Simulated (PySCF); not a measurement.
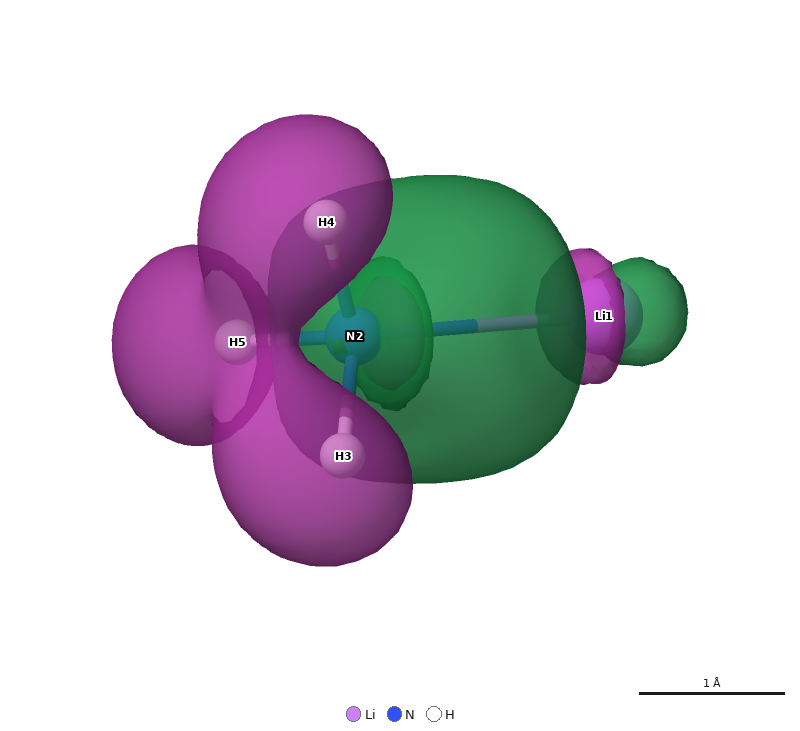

*H3LiN, charge +1, SMILES `[Li+].N`. Density of the complex less the densities of the two fragments at the same geometry, ±0.01 e/Å³ (green: gain, purple: loss). Fragment A: Li(+1) (atom 1); fragment B: NH3.*

Level of theory: r2SCAN/def2-SVP (PySCF), at a geometry from GFN2-xTB. GFN2-xTB bond lengths at metals and heavier atoms can be off by up to 0.1 Å and shapes distorted, which carries into these values.

Coordinates in Å:

```
Li1      1.6112    0.0000    0.0000
N2      -0.3589    0.0000    0.0000
H3      -0.7737   -0.4589   -0.8128
H4      -0.7737   -0.4744    0.8038
H5      -0.7737    0.9333    0.0090
```

**Which way does charge flow?**

Hirshfeld charges show 0.022 e passing from B to A. By Hirshfeld charges, electrons gather most on N2 (−0.080 e) and leave H3, H4 and H5 alike most (+0.034 e); 0.17 e is displaced in all.

**What is the interaction energy, and which contacts carry it?**

The counterpoise-corrected interaction energy of the frozen fragments is −40.4 kcal/mol without dispersion correction and −40.6 kcal/mol with D3(BJ). D3 uses neutral-atom coefficients and tends to overbind metal cations. The pair geometry is semi-empirical, not a minimum at this level. Contacts: Li1···N2, 1.97 Å, ρ = 0.035 a.u. The pose is a local one from a semi-empirical search, not shown to be the most stable.

The PySCF run took 5.9 s on 1 thread of Arm Neoverse V1, on a shared host, peak memory 0.22 GiB.
